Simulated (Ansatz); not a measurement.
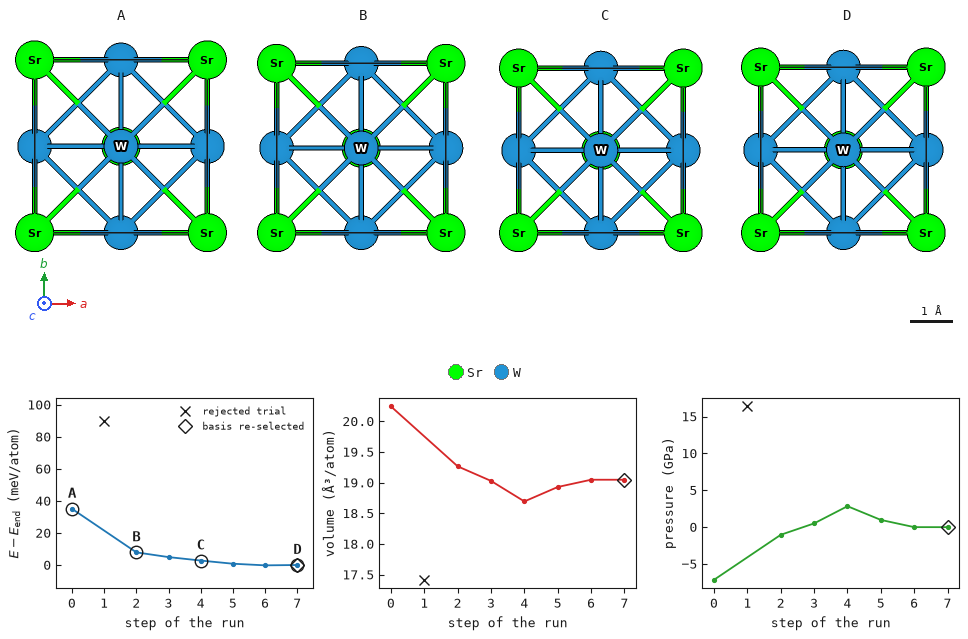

Frames of a relaxation of crystalline SrW₃ (built on the TiAl3 (D0_22)_139 type) (coarse preliminary run), marked on the history of the run. Style: ball-and-stick. Shown: the conventional cell (2 times the calculation's cell), along the c axis. Lengths and directions refer to the drawn axes.

Case: TiAl3 (D0_22) type (I4/mmm, No. 139).

Theory: Ansatz 0.2.0, DFT PBE, scalar-relativistic, plane waves, PAW. Set-up: plane-wave cutoff 420 eV; k-point mesh 6 × 6 × 6; occupations gaussian; smearing width 0.1 eV; no spin polarisation; cell and atoms relaxed; force threshold 0.04 eV/Å; at most 70 steps.

**What happens along the run?**

The energy falls by 35.1 meV per atom in 5 accepted moves (7 points after the start). All forces vanish by symmetry, so only the cell relaxes. The pressure goes from −7.15 to −0.01 GPa. The line search rejected the trial step at point 1 of the run. At 1 point the geometry stayed and the basis and grid were re-selected for the new cell (energy shift of 0.2 meV per atom at most each time). The atoms keep their places relative to the cell (all moves are under 0.005 Å). Cell: a = b 4.170 → 3.996 Å (−4.2 %), c 9.314 → 9.542 Å (+2.4 %). Volume −5.9 %. Near-neighbour distances that change, for instance: Sr–W 2.948 → 2.826 Å, W–W 2.948 → 2.826 Å, Sr–W 3.125 → 3.112 Å, W–W 3.125 → 3.112 Å. The space group stays I4/mmm (No. 139). From step 0 to 2: volume −4.8 %, energy −27.2 meV per atom. From step 2 to 4: volume −3.0 %, energy −5.1 meV per atom. From step 4 to 7: volume +1.9 %, energy −2.8 meV per atom.

```tsv
step	E − E(0), meV/atom	pressure, GPa	volume, Å³/atom	note
0	0.00	-7.15	20.243	
1	54.84	16.37	17.416	rejected
2	-27.20	-1.05	19.266	
3	-30.15	0.50	19.028	
4	-32.31	2.83	18.693	
5	-34.28	0.97	18.929	
6	-35.30	-0.01	19.047	
7	-35.09	-0.01	19.047	same geometry, new basis
```
